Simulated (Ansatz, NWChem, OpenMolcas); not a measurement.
How basis sets differ on GaHClO (SMILES [O][GaH][Cl])

The species is GaHClO (4 atoms), meant as a doublet with charge 0. As SMILES, `[O][GaH][Cl]`. Geometry: relaxed at PBE0-D4/def2-TZVP.

```xyz
4

O    -1.7398   -0.1177   -0.2122
Ga    0.0309    0.1443   -0.0612
Cl    1.0507   -1.5573    0.7088
H     0.7137    1.4705   -0.4557
```

Each level gives the dipole moment (D). The values are calculated.

```csv
level,kind,program,value (D),CPU time
ROHF/ANO-R0 (sfX2C),Hartree–Fock,OpenMolcas,1.20,7.7 s
ROHF/ANO-RCC-MB (DKH2),Hartree–Fock,OpenMolcas,2.47,7.2 s
UHF/STO-3G,Hartree–Fock,Ansatz,2.34,5.9 s
UHF/3-21G,Hartree–Fock,NWChem,2.87,11 s
UHF/def2-SVP,Hartree–Fock,Ansatz,2.25,6.8 s
UHF/def2-SVPD,Hartree–Fock,OpenMolcas,2.31,27 s
```

All-electron rows without a relativistic Hamiltonian named are non-relativistic. The values span 1.20 to 2.87 D. Spin contamination of the reference (⟨S²⟩ at least 0.1 too high) touches UHF/STO-3G. Magnitudes only. Sets without polarisation functions give poor dipoles. Times are those of the runs behind each value, whatever else they computed, on shared processors of several kinds: orders of magnitude only.

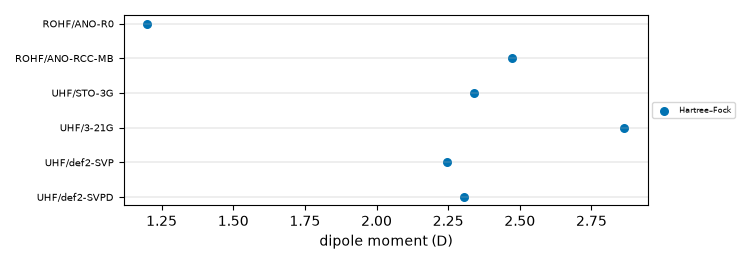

The values of the table, level by level.
